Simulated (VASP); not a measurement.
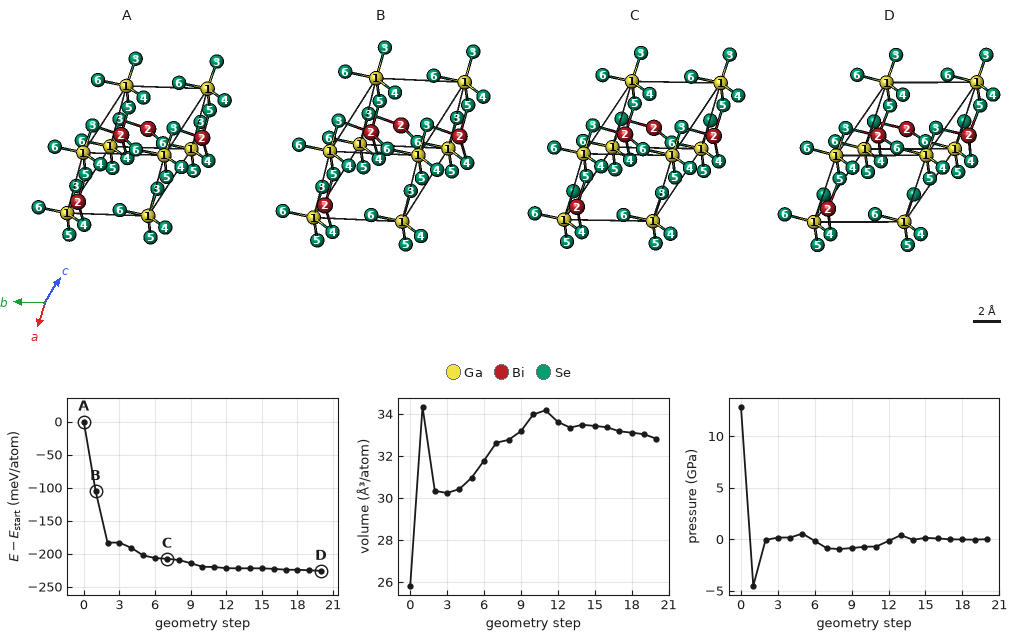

Frames of a relaxation of crystalline GaBiSe₄ (a generated structure, set up in I-4), marked on the history of the run. A ball-and-stick model of the cell of the calculation, seen from a free direction.

The run lets cell and atoms move.

Level of theory: Kohn-Sham DFT of a periodic cell, PBE, VASP PAW PBE potentials, recommended (VASP 6.6.1).

Input
```
PREC     = Normal         # precision mode
ENCUT    = 520            # plane-wave cutoff, eV
EDIFF    = 1E-4           # SCF threshold, eV
ISMEAR   = 0              # smearing method
SIGMA    = 0.15           # smearing width, eV
LREAL    = F              # projectors in reciprocal space
LASPH    = T              # aspherical terms in the spheres
NELM     = 60             # most SCF steps
ALGO     = Fast           # electronic algorithm
ISIF     = 3              # what is computed and relaxed
LWAVE    = F              # write WAVECAR
LCHARG   = F              # write CHGCAR
GGA      = PE             # functional
IBRION   = 2              # ionic algorithm
NSW      = 24             # ionic steps
EDIFFG   = -0.08          # ionic threshold
```

Launched with:
```bash
cat potpaw_PBE.64/Ga_d/POTCAR potpaw_PBE.64/Bi_d/POTCAR potpaw_PBE.64/Se/POTCAR > POTCAR
mpirun -np 1 vasp_std > vasp.out
```

> Describe the path.

The largest moves relative to the cell, 0.23 Å, are those of Se3, Se4, Se5 and Se6. Se5 goes along [−3 −3 −2]. Bi and Ga stay in place. The drawn cell changes as follows: a = b = c 6.100 → 6.750 Å (+10.7 %), α 122.2° → 125.4°, β 122.2° → 125.4°, γ 86.3° → 80.9°; the volume changes by +27.2 %. Among the contacts that change: Bi2–Se3 2.476 → 2.662 Å, Ga1–Se3 2.341 → 2.430 Å. Among the angles between lasting bonds that change: Se3–Bi2–Se4 131.2° → 117.2°, Se3–Bi2–Se5 99.8° → 105.7°, Ga1–Se3–Bi2 100.1° → 104.3°. The space group stays I-4 (No. 82). The energy falls by 226 meV per atom in 20 geometry steps. Largest force component: 1.5 eV/Å at the start, 0.042 eV/Å at the end. Pressure: 12.86 GPa at the start and 0.02 GPa at the end. The volume changes by over a tenth within one run on a fixed set of plane waves, so the end point should be relaxed again from the new cell. From step 0 to 1: Se atoms move most (0.10 Å), volume +33.0 %, energy −105 meV per atom. From step 1 to 7: Se atoms move most (0.12 Å), volume −5.0 %, energy −102 meV per atom. From step 7 to 20: Se atoms move most (0.15 Å), volume +0.6 %, energy −18.4 meV per atom.
